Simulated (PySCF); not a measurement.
**C₃H₇NSSi (charge +1, doublet): density, localisation and related maps**

```xyz
13

C    -1.7523   -0.6024    0.1206
C    -0.7505    0.3102   -0.5407
Si    0.9420    0.3737    0.4148
S     2.3244    1.5250   -0.8279
C     1.5767   -1.3876    0.2340
N     1.9614   -2.4572    0.1494
H    -2.0082   -0.2819    1.1277
H    -2.6766   -0.5750   -0.4662
H    -1.4236   -1.6394    0.1386
H    -1.1293    1.3345   -0.5776
H    -0.5372   -0.0212   -1.5614
H     0.9646    0.8566    1.7841
H     2.5042    2.5653   -0.0131
```

Geometry: GFN2-xTB.

Computed with PySCF, UKS B3LYP, pcH-1 on C H N S Si, non-relativistic, mean-field spin-orbit, GIAO.

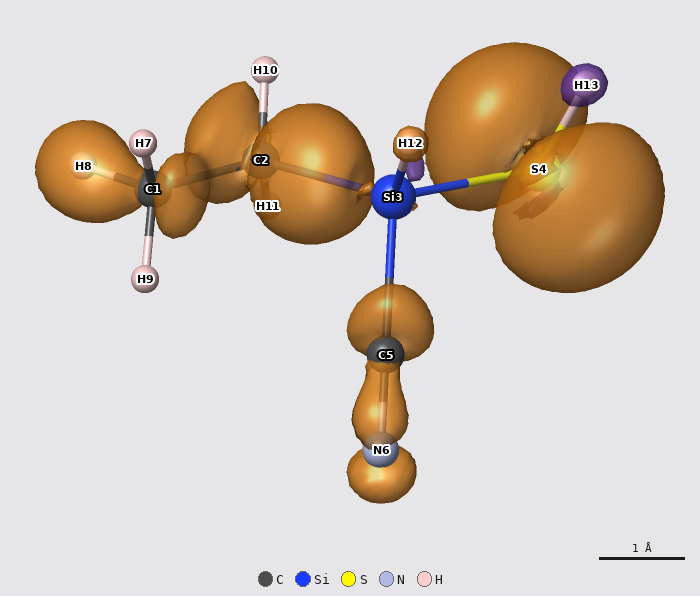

Figure 1. Isosurfaces of the spin density (α minus β) at +0.015 (orange) and −0.015 e/Å³ (purple), seen at a tilt.

Question: Where is the unpaired spin?

Answer: The unpaired spin (1 electron) lies mostly on S4 (about 0.6) and C2 (about 0.1), in electrons by Hirshfeld's partition.

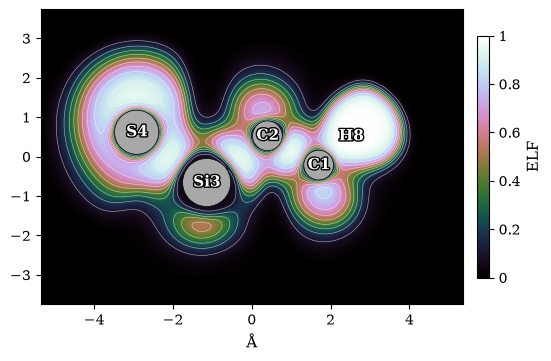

Figure 2. Electron localisation function on the plane of atoms C2, Si3 and S4. Grey discs cover the atomic cores.

Question: What does the map show?

Answer: The section cuts through C, Si, S and H sites. C–C (1.51 Å): the ELF peaks at about 0.95 between the atoms: a covalent bond. Si–S (2.19 Å): the ELF peaks at about 0.95 between the atoms: localised, covalent bonding. C–H (1.10 Å): the ELF climbs to about 1 towards the hydrogen, as it does in any bond to H (an ordinary covalent bond to hydrogen). C–Si (1.94 Å): the ELF peaks at about 0.95 between the atoms: localised, covalent bonding. The ELF also peaks beside S4, away from the bonds: non-bonding electrons, paired or unpaired.

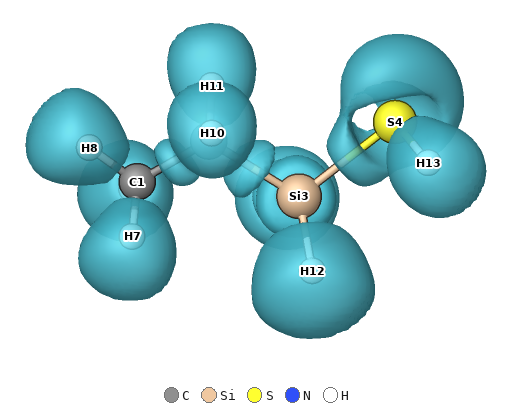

Figure 3. Isosurface of the electron localisation function at 0.8 (cyan), seen from one side. Core shells and regions of very low density are left out.

Question: Identify the bonds, lone pairs and shells in this picture.

Answer: The ELF exceeds this value in one region between bonded C–C atoms (shared pairs), one region between bonded C–N atoms (shared pairs), two regions between bonded C–Si atoms (shared pairs), seven regions around hydrogen nuclei, one region on S in which the atom's valence shell and bonds are merged and one lobe on N, pointing away from the bonds (non-bonding electrons). Profiles from the grid: C–N (1.14 Å): the ELF peaks at about 0.90 between the atoms (a multiple bond).
